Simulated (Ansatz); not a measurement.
Stretching the Mg1–O2 bond in MgO (multiplicity 1 held). Energies count from the point at 1.739 Å.


Restricted levels (R-, RO-) in cc, def2 and unpolarised 6-31G sets keep to the state of the molecule at rest. U- levels take the lowest unrestricted solution at each point, which mixes spins at long bonds. Full CI gives the lowest state of the spin. Curves can end on different states.

Cores are frozen in the correlated methods.

Run with Ansatz (an electronic-structure program) with Gaussian orbitals. 

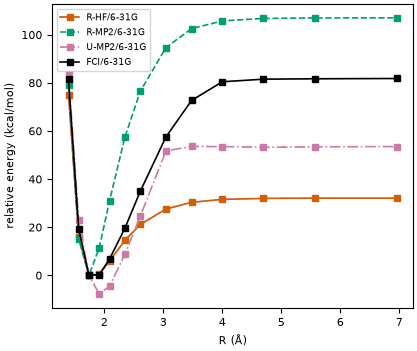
Figure. Relative energy along the coordinate

Order the other curves in the same basis by their non-parallelity to FCI/6-31G (largest less smallest deviation, whatever its cause), smallest first.

U-MP2/6-31G (32.0 kcal/mol), R-MP2/6-31G (45.7 kcal/mol), R-HF/6-31G (50.0 kcal/mol)

Read off the R-HF/6-31G curve at R = 4.001.

about 32 kcal/mol

Doubts at one or more of the structures used: a restricted determinant that unrestricted orbitals would lower (R-HF/6-31G, R-MP2/6-31G); a spin-contaminated determinant (U-MP2/6-31G).
